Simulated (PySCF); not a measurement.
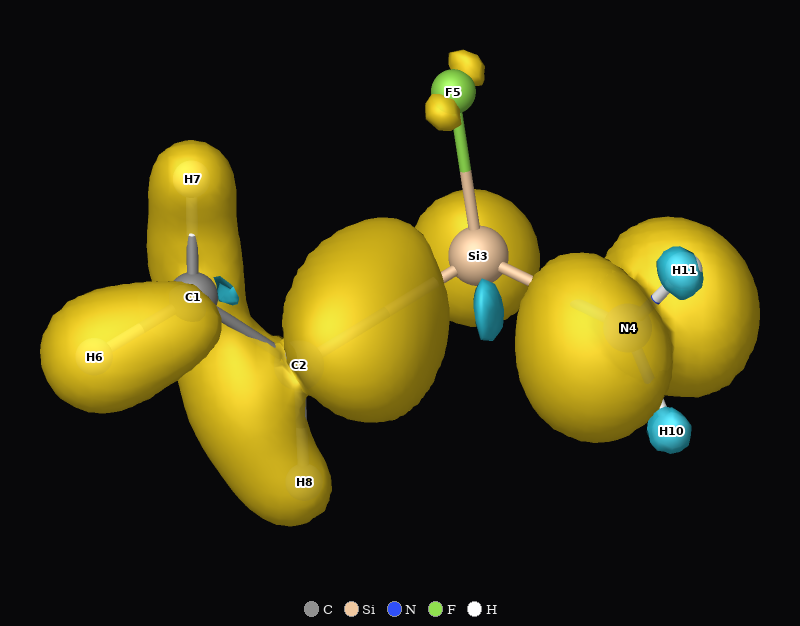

*C2H6FNSi (charge +1, doublet). Isosurfaces of the spin density (α minus β) at +0.02 (yellow) and −0.02 e/Å³ (cyan), seen at a tilt.*

Geometry: GFN2-xTB.

Theory: UKS B3LYP, pcH-1 on C F H N Si, non-relativistic, mean-field spin-orbit, GIAO in PySCF.

```xyz
11

C     1.9568    0.3841   -0.0356
C     0.9517   -0.2830   -0.5147
Si   -0.7144   -0.5017    0.5335
N    -1.9540    0.2762   -0.3207
F    -0.4442    0.3523    1.8428
H     2.8747    0.5085   -0.6077
H     1.9883    0.8639    0.9337
H     0.8864   -0.7768   -1.4709
H    -0.8083   -1.9208    0.8074
H    -2.3472   -0.0340   -1.1968
H    -2.3845    1.1339    0.0030
```

### Where is the unpaired spin?

The unpaired spin (1 electron) lies mostly on N4 (about 0.4), C2 (about 0.2), C1 (about 0.1) and Si3 (about 0.1), in electrons by Hirshfeld's partition.
